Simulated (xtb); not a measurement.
# C$_{2}$H$_{4}$OSSi: frequency calculation (part 2 of 2)

C$_{2}$H$_{4}$OSSi, SMILES [SiH3]OC1=CS1; GFN2-xTB (xtb 6.7.1). The geometry was optimised with GFN2-xTB.

Geometry of the input (Å):
```
Si -0.7065  -0.6153  -1.4387
O  0.2842  -0.6429  -0.1088
C  0.4968  0.1984  0.8307
C  1.0684  0.5911  1.9132
S  -0.1225  1.8720  1.2818
H  -0.3189  0.5056  -2.2886
H  -0.3358  -1.9279  -1.9388
H  -2.0893  -0.4886  -0.9911
H  1.7235  0.5076  2.7403
```

**Log, continued**
```
     #   Z          covCN         q      C6AA      α(0)
     1  14 Si       3.605     0.524    97.445    18.956
     2   8 O        1.624    -0.301    19.041     5.890
     3   6 C        2.879     0.210    23.562     7.958
     4   6 C        2.873    -0.047    29.173     8.854
     5  16 S        1.932    -0.296   153.887    20.879
     6   1 H        0.919    -0.058     4.291     3.240
     7   1 H        0.921    -0.066     4.494     3.315
     8   1 H        0.919    -0.058     4.290     3.239
     9   1 H        0.927     0.092     1.857     2.131

 Mol. C6AA /au·bohr⁶  :       1959.657670
 Mol. C8AA /au·bohr⁸  :      72914.122008
 Mol. α(0) /au        :         74.461495

Wiberg/Mayer (AO) data.
largest (>0.10) Wiberg bond orders for each atom

 ---------------------------------------------------------------------------
     #   Z sym  total        # sym  WBO       # sym  WBO       # sym  WBO
 ---------------------------------------------------------------------------
     1  14 Si   3.701 --     2 O    0.936     8 H    0.900     6 H    0.900
                             7 H    0.898
     2   8 O    2.423 --     3 C    1.218     1 Si   0.936     4 C    0.117
     3   6 C    3.931 --     4 C    1.884     2 O    1.218     5 S    0.827
     4   6 C    3.925 --     3 C    1.884     9 H    0.957     5 S    0.896
                             2 O    0.117
     5  16 S    1.833 --     4 C    0.896     3 C    0.827
     6   1 H    0.997 --     1 Si   0.900
     7   1 H    0.996 --     1 Si   0.898
     8   1 H    0.997 --     1 Si   0.900
     9   1 H    0.991 --     4 C    0.957
 ---------------------------------------------------------------------------

Topologies differ in total number of bonds
Writing topology from bond orders to xtbtopo.mol

molecular dipole:
                 x           y           z       tot (Debye)
 q only:       -0.085      -0.940      -0.845
   full:        0.218      -1.140      -0.585       3.304
molecular quadrupole (traceless):
                xx          xy          yy          xz          yz          zz
Molecule has no symmetry elements
It seems to be the C1 point group
 q only:        1.870       1.767      -5.950       4.333      -1.956       4.080
  q+dip:        3.465       2.689      -8.137       4.409      -3.988       4.673
   full:        2.956       2.533      -8.037       5.112      -3.259       5.081

           -------------------------------------------------
          |               Frequency Printout                |
           -------------------------------------------------
 projected vibrational frequencies (cm⁻¹)
eigval :       -0.00    -0.00    -0.00     0.00     0.00     0.00
eigval :       27.33   100.50   107.82   349.77   362.98   439.73
eigval :      500.66   591.00   626.11   680.70   711.57   731.00
eigval :      782.24   803.58   810.93  1145.33  1946.06  2297.18
eigval :     2315.12  2369.11  3259.84
 reduced masses (amu)
   1: 17.18   2: 20.48   3: 22.53   4: 22.87   5: 23.60   6: 27.15   7:  6.57   8: 24.32
   9:  9.86  10: 17.91  11: 11.24  12: 13.95  13:  4.36  14:  3.63  15:  6.93  16: 18.48
  17: 16.73  18:  2.49  19:  2.37  20:  2.73  21:  3.48  22: 14.28  23: 11.83  24:  2.16
  25:  1.55  26:  1.84  27:  2.09
 IR intensities (km·mol⁻¹)
   1:  1.92   2:  0.26   3:  0.44   4:  0.60   5:  0.68   6:  1.10   7:  4.09   8:  3.28
   9:  0.84  10:  2.50  11: 26.14  12: 31.65  13: 19.39  14: 55.40  15: 52.07  16: 41.28
  17: 81.46  18:207.91  19:202.99  20: 31.26  21:360.08  22:413.31  23:304.93  24:302.98
  25:109.33  26:225.16  27: 21.40
 Raman intensities (Ä⁴*amu⁻¹)
   1:  0.00   2:  0.00   3:  0.00   4:  0.00   5:  0.00   6:  0.00   7:  0.00   8:  0.00
   9:  0.00  10:  0.00  11:  0.00  12:  0.00  13:  0.00  14:  0.00  15:  0.00  16:  0.00
  17:  0.00  18:  0.00  19:  0.00  20:  0.00  21:  0.00  22:  0.00  23:  0.00  24:  0.00
  25:  0.00  26:  0.00  27:  0.00
 output can be read by thermo (or use thermo option).
 writing <g98.out> molden fake output.
 recommended (thermochemical) frequency scaling factor: 1.0
           -------------------------------------------------
          |             Thermodynamic Functions             |
           -------------------------------------------------

c1  symmetry found (for desy threshold:  0.10E-01) used in thermo

          ...................................................
          :                      SETUP                      :
          :.................................................:
          :  # frequencies                          21      :
          :  # imaginary freq.                       0      :
          :  linear?                             false      :
          :  only rotor calc.                    false      :
          :  symmetry                               c1      :
          :  rotational number                       1      :
          :  scaling factor                  1.0000000      :
          :  rotor cutoff                   50.0000000 cm⁻¹ :
          :  imag. cutoff                  -20.0000000 cm⁻¹ :
          :.................................................:

    mode    ω/cm⁻¹     T·S(HO)/kcal·mol⁻¹    T·S(FR)/kcal·mol⁻¹   T·S(vib)
   ------------------------------------------------------------------------
       1     27.33    -1.79326 (  8.19%)    -1.23471 ( 91.81%)    -1.28047
       2    100.50    -1.02702 ( 94.23%)    -0.84952 (  5.77%)    -1.01677
       3    107.82    -0.98624 ( 95.58%)    -0.82871 (  4.42%)    -0.97927
   ------------------------------------------------------------------------

   temp. (K)  partition function   enthalpy   heat capacity  entropy
                                   cal/mol     cal/K/mol   cal/K/mol   J/K/mol
 298.15  VIB   127.                 2786.717     17.325     17.197
         ROT  0.180E+06              888.752      2.981     27.030
         INT  0.229E+08             3675.470     20.306     44.227
         TR   0.103E+28             1481.254      4.968     39.823
         TOT                        5156.7235    25.2739    84.0493   351.6625

       T/K    H(0)-H(T)+PV         H(T)/Eh          T*S/Eh         G(T)/Eh
   ------------------------------------------------------------------------
    298.15    0.821776E-02    0.559648E-01    0.399346E-01    0.160303E-01
   ------------------------------------------------------------------------

         :::::::::::::::::::::::::::::::::::::::::::::::::::::
         ::                  THERMODYNAMIC                  ::
         :::::::::::::::::::::::::::::::::::::::::::::::::::::
         :: total free energy         -15.313977006709 Eh   ::
         ::.................................................::
         :: total energy              -15.330007277841 Eh   ::
         :: zero point energy           0.047747065057 Eh   ::
         :: G(RRHO) w/o ZPVE           -0.031716793924 Eh   ::
         :: G(RRHO) contrib.            0.016030271132 Eh   ::
         :::::::::::::::::::::::::::::::::::::::::::::::::::::

           -------------------------------------------------
          | TOTAL ENERGY              -15.330007277841 Eh   |
          | TOTAL ENTHALPY            -15.274042450767 Eh   |
          | TOTAL FREE ENERGY         -15.313977006709 Eh   |
          | GRADIENT NORM               0.000097909902 Eh/α |
          | HOMO-LUMO GAP               2.855279825759 eV   |
           -------------------------------------------------

------------------------------------------------------------------------
------------------------------------------------------------------------
 total:
 *  cpu-time:     0 d,  0 h,  0 min,  0.745 sec
 * ratio c/w:     0.975 speedup
 SCF:
 *  cpu-time:     0 d,  0 h,  0 min,  0.014 sec
 * ratio c/w:     0.977 speedup
 analytical hessian:
 *  cpu-time:     0 d,  0 h,  0 min,  0.713 sec
 * ratio c/w:     0.975 speedup
```

**File vibspectrum**
```
$vibrational spectrum
#  mode     symmetry     wave number   IR intensity    selection rules
#                         cm**(-1)      (km*mol⁻¹)        IR
     1                      -0.00         0.00000          -
     2                      -0.00         0.00000          -
     3                      -0.00         0.00000          -
     4                       0.00         0.00000          -
     5                       0.00         0.00000          -
     6                       0.00         0.00000          -
     7        a             27.33         4.08662         YES
     8        a            100.50         3.28381         YES
     9        a            107.82         0.83801         YES
    10        a            349.77         2.49988         YES
    11        a            362.98        26.13931         YES
    12        a            439.73        31.65156         YES
    13        a            500.66        19.39130         YES
    14        a            591.00        55.39997         YES
    15        a            626.11        52.06580         YES
    16        a            680.70        41.28390         YES
    17        a            711.57        81.46102         YES
    18        a            731.00       207.91128         YES
    19        a            782.24       202.98912         YES
    20        a            803.58        31.26222         YES
    21        a            810.93       360.07689         YES
    22        a           1145.33       413.31465         YES
    23        a           1946.06       304.93085         YES
    24        a           2297.18       302.97941         YES
    25        a           2315.12       109.33444         YES
    26        a           2369.11       225.15779         YES
    27        a           3259.84        21.39979         YES
$end
```

**Standard error**
```
normal termination of xtb
```

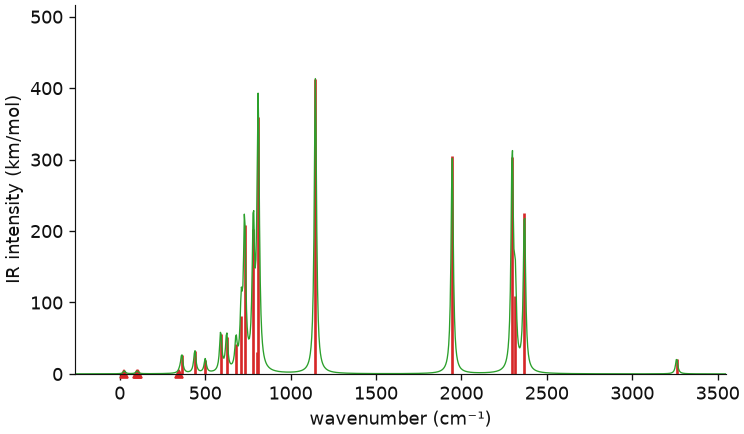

Figure 1. Harmonic infrared spectrum, unscaled: sticks (degenerate modes added up, dark ones marked on the axis) with a Lorentzian envelope of 16 cm⁻¹ full width, scaled to the tallest stick. 21 modes from 27 to 3260 cm⁻¹, none imaginary. The strongest line is at 1145 cm⁻¹ (413 km/mol).

**Key numbers**

```csv
quantity,value
outcome,converged
electrons treated,28
total energy,−15.330007 hartree
dispersion energy,−0.006234 hartree
basis functions,36
HOMO,−9.18 eV
LUMO,−6.33 eV
zero-point energy,0.047747 hartree
dipole moment,3.30 D
"wavenumbers, lowest and highest",27 and 3260 cm⁻¹
wall time,0.81 s
peak memory,0.071 GiB
```

Settings chosen away from the usual ones: method = gfn2-xtb; task = frequencies; x = {"symmetry_threshold": 0.01}; geo = {"prev": "A"}.
